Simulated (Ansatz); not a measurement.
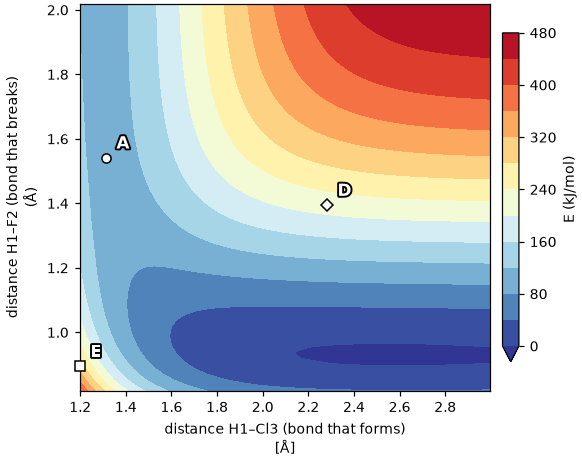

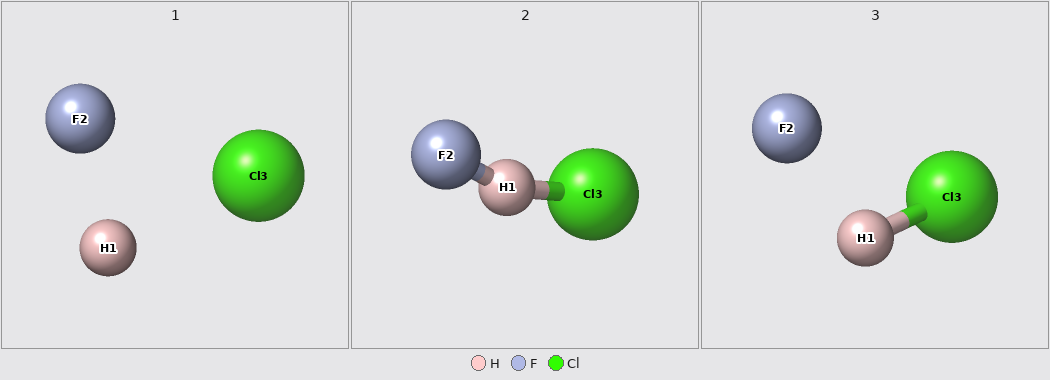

The reacting system ClFH (fragments FH + Cl where the first distance is long, ClH + F where the second is long), spin multiplicity 2. The first coordinate is: distance H1–Cl3 (bond that forms); the second: distance H1–F2 (bond that breaks). Relaxed at each point: all other coordinates. The scan uses a 10 × 10 grid. Points are written as (first, second). Energies: kJ/mol, counted from the lowest grid point. In part of the range the unrestricted reference is strongly spin-contaminated. The calculation used UKS B3LYP-D4/def2-SVP in Ansatz 0.2.0.

The picture shows filled contours, lettered points. Between grid points the surface is interpolated. The numbered pictures are the structures at these points, in random order.

Q: Which structure belongs to which point?

A: A is structure 3: (1.312 Å, 1.542 Å), 105 kJ/mol; D is structure 1: (2.281 Å, 1.395 Å), 216 kJ/mol; E is structure 2: (1.197 Å, 0.896 Å), 303 kJ/mol.
